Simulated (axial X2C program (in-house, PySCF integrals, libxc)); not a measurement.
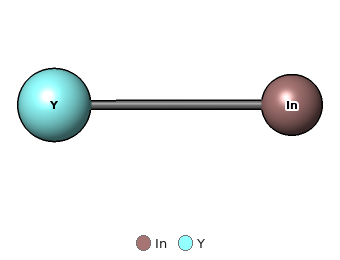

Figure 1. The molecule at the reference distance of 2.956 Å.

**Relativistic diatomic calculation for InY**

- system: InY, single determinant with Ω = 1.
- method: PBE0, two-component X2C with atomic mean-field Coulomb and Gaunt terms, In dyall-cv3z, Y dyall-cv3z (cores contracted) (axial X2C program (in-house, PySCF integrals, libxc))

Input file:
```
{"zs": [49, 39], "q": 0, "bas": ["dyall-cv3z", "dyall-cv3z"], "levels": ["PBE0", "HF", "TPSS"], "cc": true, "r0": 3.05, "thr": -1.0, "nmax": 90, "npts": 10, "nst": 2, "ntry": 6}
```

The line is the task of a batch: nuclear charges, charge, bases, the levels to run, a first guess of the distance and further settings. This report covers PBE0 with spin-orbit coupling. The log is that of the reference distance 2.956 Å, started from orbitals converged before.

Hardware: 1 thread of INTEL XEON PLATINUM @ 2.30GHz (Emerald Rapids), 24 GiB of memory available, shared host.

The run was one of a batch that the task file lists, launched with:
```bash
python <driver script> task.json out
```

Output:
```
two-component X2C + atomic mean field  PBE0
basis functions 290  fitting functions 1386  grid points 5805
iter        total energy     max residual
   1      -9261.606815132     3.26e-05
   2      -9261.606815142     1.83e-05
converged
one-electron -13444.46623597  Coulomb 4116.46941543  exact exchange -66.71955289  xc functional -204.25741069  nuclear repulsion 342.10339989  atomic mean-field constant -4.73643091
```

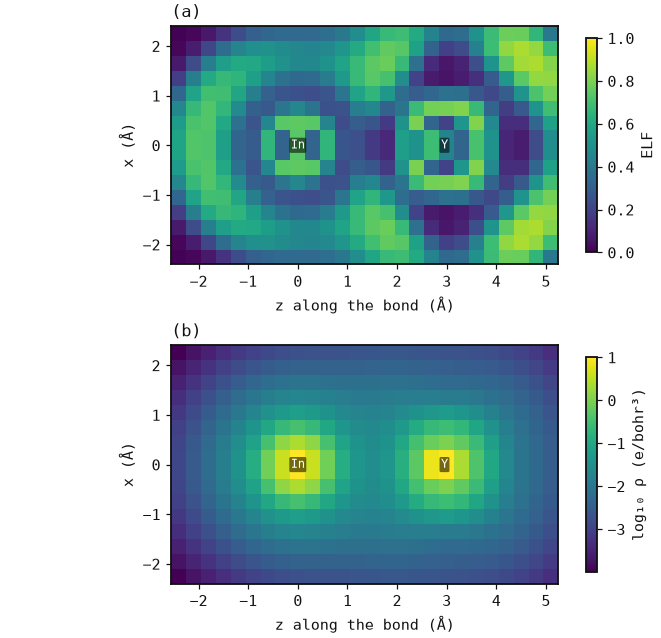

Figure 2. (a) electron localisation function; (b) electron density on a logarithmic scale, in a plane that holds the axis, at 2.96 Å, on points 0.3 Å apart (one half computed, the other mirrored); the structure near the nuclei is finer than these points.

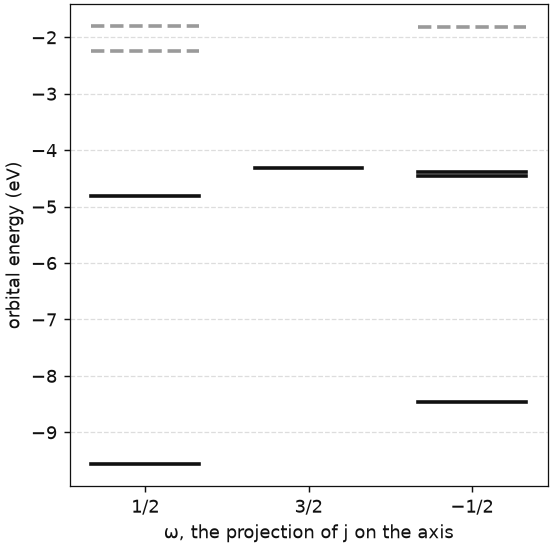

Figure 3. Orbital energies near the frontier at 2.96 Å, filled (solid) and empty (dashed). The highest filled spinor (3/2; 59 % Y d, 29 % In p) lies at −4.31 eV, the lowest empty one (1/2; 34 % Y d, 29 % Y s) at −2.24 eV.

What the run reported:

- outcome: not converged in a step after the SCF shown
- wall time: 19 s
- peak memory: 0.75 GiB

Diagnosis:

The SCF whose log is shown converged, but a later step did not. The run therefore gave no full result.
